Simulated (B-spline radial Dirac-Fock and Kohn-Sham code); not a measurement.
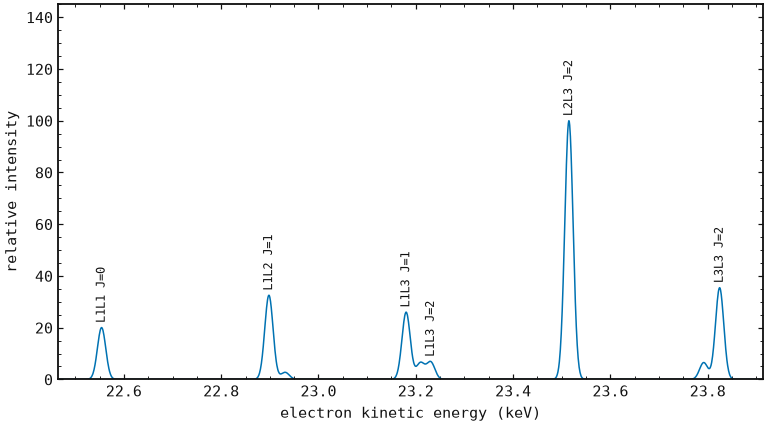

The Auger multiplet of a K hole with both final holes in L123, lines labelled by the leading pair of holes and J, broadened by 20 eV full width. Kinetic energies count from the vacuum level; very weak lines are left out. Lines are named by their largest jj component, which in light atoms can differ from the customary names. It refers to I⁵⁺, configuration [Kr] 4d10 5s1 5p1, which is not the ground configuration. Computed with a radial B-spline solver: Dirac–Fock ΔSCF energies in intermediate coupling of the two holes, Coulomb rates, valence shells as spectators. The Auger rates hold no Breit term, so K-L1L2 is up to 30 % low in heavy atoms.

Which line is strongest?

Answer. K-L2L3 J=2 at 23.51 keV, 42 % of the multiplet.

Which of the lines shown has the highest kinetic energy, and why?

Answer. K-L3L3 J=2 at 23.82 keV: its two-hole final state is the least tightly bound of those shown, so the most energy is left to the electron.

How wide is the K level from this decay?

Answer. 0.816 eV from this multiplet.
